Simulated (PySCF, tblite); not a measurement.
# C8H4ClF+ (doublet): geometry, infrared bands and EPR parameters

What infrared bands and EPR parameters should C8H4ClF+ (doublet) (`[CH+]=[C]/C(F)=C/C#CC(=C)Cl`) show?

Computed with tblite 0.8.0 and PySCF 2.14.0, with density-fitted response routines of our own, on a single molecule in the gas phase. Atoms count from 0, in the outputs and in this text.

## (1) The molecule as given

14 atoms, charge 1, multiplicity 2; geometry from: force field or distance geometry start.

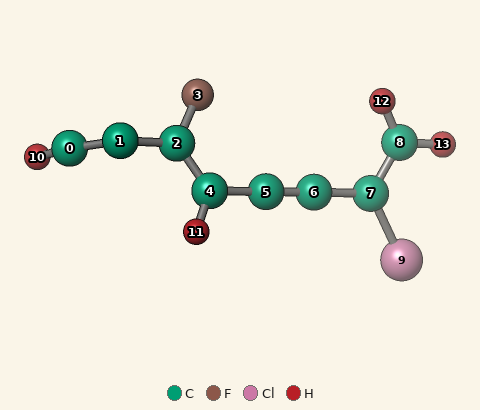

The starting geometry (carbon teal, fluorine brown, chlorine pink, hydrogen red), atoms numbered.

## (2) Geometry optimisation with GFN2-xTB

The job: settings as JSON, then the geometry in Å.

```
{"job": {"kind": "relax", "xc": "GFN2-xTB", "basis": "xTB"}, "charge": 1, "multiplicity": 2}
C      4.327100     0.027400     0.447700
C      3.275300    -0.318900     1.130300
C      1.929300    -0.344700     0.637300
F      1.496900    -1.427900    -0.051600
C      1.084700     0.643200     0.806900
C     -0.256900     0.581100     0.277300
C     -1.393700     0.521700    -0.149600
C     -2.740500     0.465400    -0.625200
C     -3.286900    -0.741300    -0.776100
Cl    -3.652100     1.935000    -1.008200
H      4.947300     0.365000    -0.358200
H      1.348200     1.554200     1.334200
H     -2.765900    -1.659400    -0.539200
H     -4.313600    -0.761200    -1.147800
```

Command:

```bash
$ OMP_NUM_THREADS=1 python probes_run.py task.json out
```

The driver reads the jobs from task.json and runs them one after another.

The program printed:

```text
step      E/eV     max force
  0    -754.48588    6.512
  1    -754.47335   12.907
  2    -755.08474    3.411
  3    -755.23920    2.187
  4    -755.35227    2.034
  5    -755.49811    1.686
  6    -755.57516    0.935
  7    -755.66342    1.133
  8    -755.75084    1.638
  9    -755.84046    1.340
 10    -755.90882    0.731
 11    -755.95655    0.687
 12    -756.00216    0.871
 13    -756.03496    0.364
 14    -756.04763    0.347
 15    -756.05633    0.497
 16    -756.06464    0.427
 17    -756.07127    0.220
 18    -756.07611    0.264
 19    -756.08137    0.303
 20    -756.09021    0.305
 21    -756.09949    0.278
 22    -756.10724    0.235
 23    -756.11271    0.185
 24    -756.11819    0.189
 25    -756.12523    0.214
 26    -756.13150    0.231
 27    -756.13581    0.171
 28    -756.13970    0.167
 29    -756.14413    0.208
 30    -756.14891    0.214
 31    -756.15325    0.173
 32    -756.15639    0.196
 33    -756.15883    0.155
 34    -756.16144    0.141
 35    -756.16539    0.154
 36    -756.16872    0.156
 37    -756.17111    0.191
 38    -756.17316    0.189
 39    -756.17551    0.150
 40    -756.17793    0.149
 41    -756.17995    0.130
 42    -756.18151    0.116
 43    -756.18323    0.148
 44    -756.18575    0.166
 45    -756.18942    0.243
 46    -756.19344    0.167
 47    -756.19745    0.193
 48    -756.20231    0.218
 49    -756.20774    0.192
 50    -756.21176    0.261
 51    -756.21578    0.206
 52    -756.21913    0.137
 53    -756.22158    0.148
 54    -756.22292    0.160
 55    -756.22403    0.141
 56    -756.22508    0.111
 57    -756.22653    0.160
 58    -756.22725    0.122
 59    -756.22805    0.086
 60    -756.22878    0.086
 61    -756.22944    0.065
 62    -756.22997    0.078
 63    -756.23039    0.055
 64    -756.23079    0.050
 65    -756.23130    0.056
 66    -756.23174    0.064
 67    -756.23201    0.043
 68    -756.23218    0.035
 69    -756.23236    0.036
 70    -756.23268    0.055
 71    -756.23303    0.063
 72    -756.23333    0.040
 73    -756.23356    0.043
 74    -756.23379    0.038
 75    -756.23406    0.056
 76    -756.23429    0.056
 77    -756.23441    0.023
 78    -756.23445    0.020
 79    -756.23447    0.014
 80    -756.23449    0.010
 81    -756.23451    0.013
 82    -756.23452    0.012
 83    -756.23453    0.012
 84    -756.23455    0.009
```

It took 0.72 s on 1 thread of Arm Neoverse V1, shared host; peak memory 0.18 GiB.

Along the way: (not every step is listed) (the energy doesn't fall at every step)

| step | energy from step 0 (eV) | largest force (eV/Å) |
| --- | --- | --- |
| 0 | 0.0000 | 6.5122 |
| 1 | 0.0125 | 12.9069 |
| 2 | -0.5989 | 3.4110 |
| 3 | -0.7533 | 2.1868 |
| 4 | -0.8664 | 2.0338 |
| 5 | -1.0122 | 1.6858 |
| 6 | -1.0893 | 0.9348 |
| 7 | -1.1775 | 1.1328 |
| 8 | -1.2650 | 1.6379 |
| 15 | -1.5705 | 0.4966 |
| 22 | -1.6214 | 0.2353 |
| 29 | -1.6583 | 0.2081 |
| 36 | -1.6828 | 0.1558 |
| 43 | -1.6974 | 0.1480 |
| 50 | -1.7259 | 0.2605 |
| 57 | -1.7407 | 0.1603 |
| 64 | -1.7449 | 0.0497 |
| 71 | -1.7472 | 0.0635 |
| 78 | -1.7486 | 0.0200 |
| 79 | -1.7486 | 0.0141 |
| 80 | -1.7486 | 0.0104 |
| 81 | -1.7486 | 0.0126 |
| 82 | -1.7486 | 0.0124 |
| 83 | -1.7486 | 0.0121 |
| 84 | -1.7487 | 0.0086 |

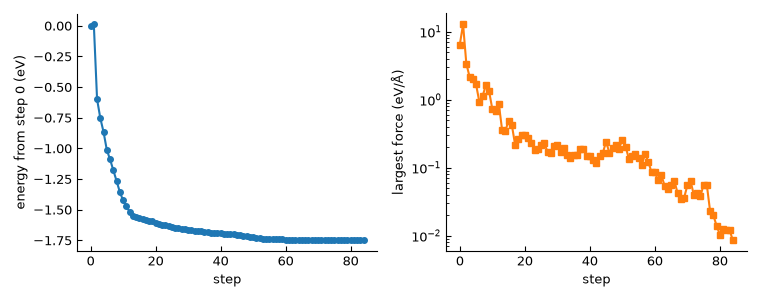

Energy and force, step by step.

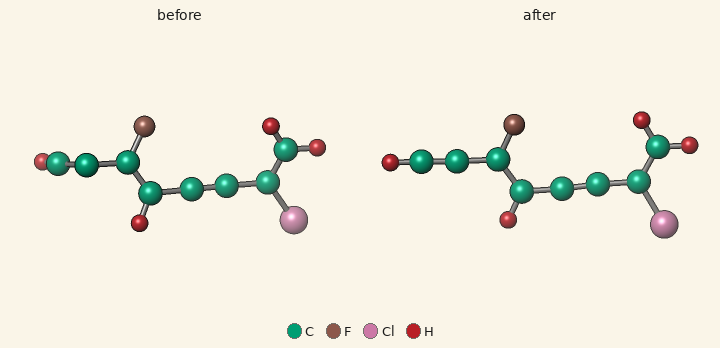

Before and after, at one scale.

Close pairs (by a distance rule), those that changed most:

| bond | before (Å) | after (Å) | change (Å) |
| --- | --- | --- | --- |
| C0–C1 | 1.301 | 1.208 | -0.092 |
| C4–C5 | 1.444 | 1.374 | -0.069 |
| C2–C4 | 1.311 | 1.378 | +0.067 |
| C7–Cl9 | 1.771 | 1.721 | -0.050 |
| C6–C7 | 1.429 | 1.391 | -0.038 |
| C1–C2 | 1.434 | 1.396 | -0.037 |
| C2–F3 | 1.355 | 1.320 | -0.035 |
| C7–C8 | 1.333 | 1.359 | +0.026 |

The next job starts from the end point, and lists it.

## (3) Vibrational analysis with GFN2-xTB

The job: settings as JSON, then the geometry in Å.

```
{"job": {"kind": "ir", "xc": "GFN2-xTB", "basis": "xTB"}, "charge": 1, "multiplicity": 2}
C      4.476111    -0.076357     0.702539
C      3.285793    -0.123632     0.499529
C      1.915095    -0.227158     0.253892
F      1.458095    -1.418584    -0.082721
C      1.042888     0.835153     0.344961
C     -0.301979     0.702299     0.095361
C     -1.488048     0.517139    -0.141151
C     -2.850171     0.389386    -0.392465
C     -3.404646    -0.795336    -0.762365
Cl    -3.814415     1.804092    -0.215763
H      5.513520    -0.015830     0.882562
H      1.426791     1.807846     0.622705
H     -2.797491    -1.680332    -0.873554
H     -4.462221    -0.879083    -0.955697
```

The program printed:

```text
mode    cm-1     km/mol
  1      44.6      4.43
  2      48.3      1.70
  3      55.0      3.46
  4     108.1      0.40
  5     144.4      0.88
  6     172.1      2.34
  7     278.9      2.06
  8     295.5      0.22
  9     326.6      2.11
 10     420.3      0.05
 11     450.1      1.32
 12     469.4      2.52
 13     493.2      2.35
 14     541.8      4.43
 15     552.1      0.08
 16     563.8      0.68
 17     626.3      1.21
 18     679.9     23.68
 19     697.9     31.09
 20     792.4     32.41
 21     826.6     13.78
 22     876.4     30.62
 23     892.0     32.54
 24    1045.8     12.28
 25    1148.6     23.83
 26    1265.3     89.85
 27    1285.6    164.58
 28    1352.4     93.15
 29    1478.3     66.56
 30    1517.6    484.44
 31    2188.4    676.95
 32    2213.1     21.73
 33    3067.2     23.53
 34    3085.2     71.85
 35    3129.2     10.90
 36    3336.2    200.65
```

Wall time 0.56 s (1 thread of Arm Neoverse V1, shared host); peak memory 0.18 GiB.

Which atoms move in the most intense modes:

| cm⁻¹ | km/mol | atoms |
| --- | --- | --- |
| 1265 | 89.8 | C2 25 %, H12 17 %, C7 15 %, H13 11 % |
| 1286 | 164.6 | C2 54 %, F3 11 %, H11 11 % |
| 1352 | 93.2 | H13 29 %, H12 21 %, C2 12 % |
| 1478 | 66.6 | C7 24 %, C2 24 %, C8 24 %, C4 20 % |
| 1518 | 484.4 | C4 31 %, C7 26 %, C2 15 %, C8 12 % |
| 2188 | 677.0 | C1 51 %, C0 26 % |
| 3085 | 71.8 | H12 59 %, H13 37 % |
| 3336 | 200.7 | H10 86 %, C0 13 % |

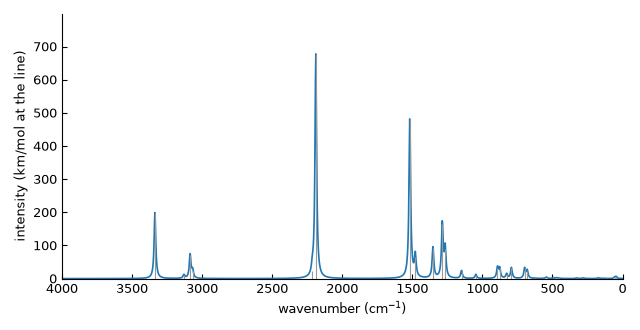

The infrared spectrum from these modes, unscaled. Lines are broadened to a width of 14 cm⁻¹ (Lorentzian).

## (4) EPR parameters: B3LYP/pcH-1

Settings changed since step 3:

```diff
@@ -1,2 +1,2 @@
-{"job": {"kind": "ir", "xc": "GFN2-xTB", "basis": "xTB"}, "charge": 1, "multiplicity": 2}
+{"job": {"kind": "epr", "basis": "pcH-1"}, "charge": 1, "multiplicity": 2}
 C      4.476111    -0.076357     0.702539
```

Level: UKS B3LYP, pcH-1 on C Cl F H, non-relativistic, mean-field spin-orbit, GIAO.

The program printed:

```text
UKS, coarse grid
  cycle   1  E = -866.76588023  |g| = 4.62e-01
  cycle   2  E = -866.59926191  |g| = 7.82e-01
  cycle   3  E = -866.83909952  |g| = 1.58e-01
  cycle   4  E = -866.84609361  |g| = 1.11e-01
  cycle   5  E = -866.85257851  |g| = 2.15e-02
  cycle   6  E = -866.85277677  |g| = 1.24e-02
  cycle   7  E = -866.85288399  |g| = 4.96e-03
  cycle   8  E = -866.85291115  |g| = 3.06e-03
  cycle   9  E = -866.85292914  |g| = 1.13e-03
  cycle  10  E = -866.85293016  |g| = 5.97e-04
UKS, final grid
  cycle   1  E = -866.85289137  |g| = 9.73e-04
  cycle   2  E = -866.85289017  |g| = 1.78e-03
  cycle   3  E = -866.85289192  |g| = 1.47e-04
  cycle   4  E = -866.85289194  |g| = 6.28e-05
  cycle   5  E = -866.85289194  |g| = 8.57e-05
  cycle   6  E = -866.85289195  |g| = 1.91e-05
E = -866.85289195 Eh   <S^2> = 0.7765 (exact 0.7500)
g shifts (ppm)      1          2          3
  rmc          -162       -162       -162
  gc              2         40         39
  oz_so          13       3040       3542
  total        -147       2918       3418
hyperfine (MHz)  atom isotope    a_iso     a_fc   dipolar eigenvalues
    0   13C      16.39      16.39    -17.88    -14.22     32.10
    1   13C     -21.54     -21.57     -3.65     -2.61      6.26
    2   13C      13.19      13.20    -17.62    -16.61     34.23
    3   19F      32.73      32.21    -78.14    -67.78    145.92
    4   13C      -2.53      -2.50     -8.20     -6.91     15.11
    5   13C      -7.76      -7.82    -11.45     -5.55     17.00
    6   13C      10.13      10.03    -16.60    -15.37     31.98
    7   13C     -24.68     -24.73     -6.80      1.71      5.09
    8   13C      34.83      34.96    -35.04    -34.48     69.52
    9  35Cl       0.44       0.15     -4.30     -2.86      7.16
   10    1H     -16.83     -16.84     -7.71     -1.50      9.21
   11    1H      -7.72      -7.72     -3.61     -2.01      5.63
   12    1H     -28.20     -28.20    -14.80     -2.25     17.05
   13    1H     -28.78     -28.76    -16.31     -1.78     18.09
```

Run time: 2 min. Hardware: 1 thread of Arm Neoverse V1, shared host; peak memory 1.1 GiB.

Principal g values 2.00217, 2.00524, 2.00574; g(iso) = 2.00438, against 2.00232 for a free electron.

Hyperfine couplings, nucleus by nucleus at this fixed geometry (no averaging over rotations):

| nuclei | isotope | a(iso) (MHz) | a(iso) (G, at g = 2.0023) | largest dipolar term (MHz) |
| --- | --- | --- | --- | --- |
| C8 | 13C | 34.8 | 12.4 | 69.5 |
| F3 | 19F | 32.7 | 11.7 | 145.9 |
| H13 | 1H | -28.8 | -10.3 | 18.1 |
| H12 | 1H | -28.2 | -10.1 | 17.0 |
| C7 | 13C | -24.7 | -8.8 | -6.8 |
| C1 | 13C | -21.5 | -7.7 | 6.3 |
| H10 | 1H | -16.8 | -6.0 | 9.2 |
| C0 | 13C | 16.4 | 5.8 | 32.1 |
| C2 | 13C | 13.2 | 4.7 | 34.2 |
| C6 | 13C | 10.1 | 3.6 | 32.0 |
| C5 | 13C | -7.8 | -2.8 | 17.0 |
| H11 | 1H | -7.7 | -2.8 | 5.6 |
| C4 | 13C | -2.5 | -0.9 | 15.1 |
| Cl9 | 35Cl | 0.4 | 0.2 | 7.2 |

Mulliken spin populations:

C0 0.21; C1 -0.07; C2 0.18; F3 0.03; C4 0.08; C5 0.06; C6 0.17; C7 -0.06; C8 0.44; Cl9 0.02; H10 -0.01; H11 0.00; H12 -0.02; H13 -0.02

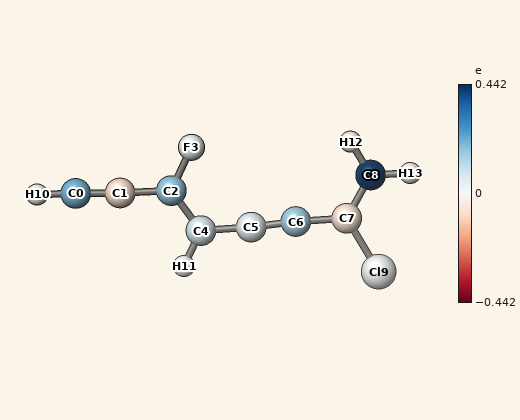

Mulliken spin populations, as colours on the atoms.

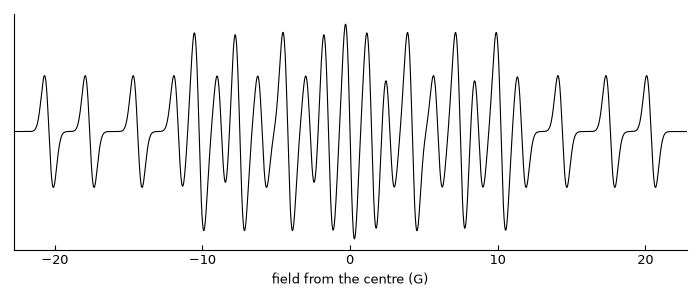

First-order isotropic spectrum (first derivative, main isotopes with spin only, couplings over 0.8 MHz, Gaussian width 0.3 G; couplings of the frozen geometry, rotation of groups not averaged beyond the rows shown).

Orbitals, density, ELF and potential are computed afterwards from the orbital file.

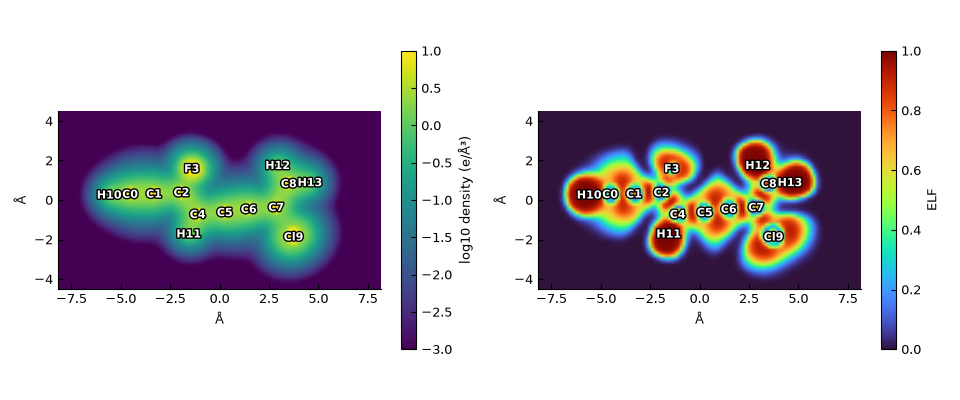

Density (left) and ELF (right) in a plane through or near 14 of the atoms.

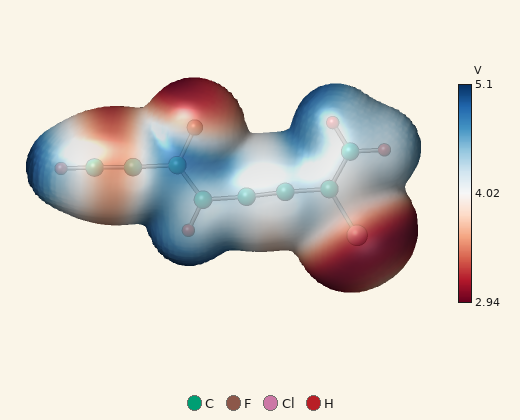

Electrostatic potential on the surface of density 0.002 e/bohr³; red is low, blue high. It runs from 2.94 V near Cl9 to 5.10 V near H10.

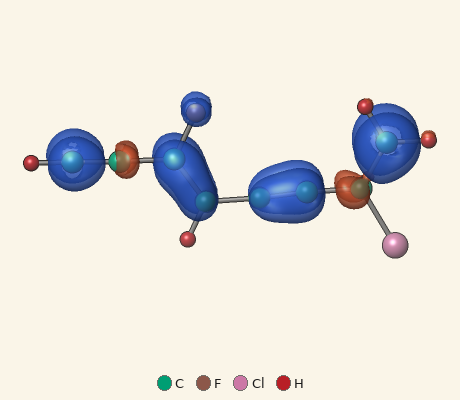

Spin density at ±0.02 e/Å³ (alpha excess blue, beta excess red).

## (5) What came out

| quantity | value |
| --- | --- |
| strongest single infrared mode (GFN2-xTB) | 2188 cm⁻¹, 677 km/mol |
| zero-point energy (GFN2-xTB) | 52.1 kcal/mol |
| g(iso) (B3LYP) | 2.00438 |
| ⟨S²⟩ | 0.776 (exact 0.75) |
| largest a(iso) | 13C on C8, 34.8 MHz |

In words: The optimisation took 84 steps and gained 1.749 eV; among the close pairs (by a distance rule), C0–C1 changed most, from 1.301 to 1.208 Å. All 36 modes are real, so the xTB geometry is a minimum. The strongest single mode, at 2188 cm⁻¹, moves mainly C1 and C0. GFN2-xTB is a fitted tight-binding method: band positions and strengths are rough. Its intensities can rank the bands wrongly. C8 carries the largest spin population, 0.44 e. The isotropic g lies 2.1 ppt above the free-electron value. These values are for one conformer; the search (at its own cheap level) found 2 more, at 0.01, 0.16 kcal/mol (those within 0.05 may be mirror or relabelled copies), and measured spectra average over such forms.
